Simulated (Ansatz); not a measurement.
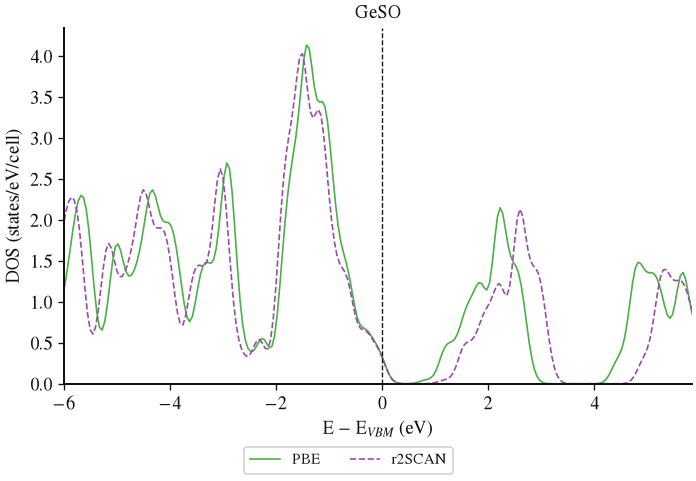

Total densities of states of GeSO (slab), 3 atoms in the cell, 1T monolayer (Janus) type, hydrostatic strain +2.0%, by two methods on the same cell. The curves are built from the levels of the k mesh with Gaussians 0.3 eV wide, which also blur the band edges. Each is counted from its own valence-band top.

How do the methods compare?

Answer. PBE gives a gap of 0.83 eV and r2SCAN gives a gap of 1.19 eV.

Settings. PBE: DFT, PBE, plane waves, PAW, no spin polarisation, 12×12×1 k mesh, 420 eV cutoff (Ansatz 0.2.0). r2SCAN: DFT, r2SCAN, plane waves, PAW, no spin polarisation, 12×12×1 k mesh, 500 eV cutoff (Ansatz).

The atoms aren't at rest in this cell (largest force 0.4 eV/Å), so the relaxed material can differ.
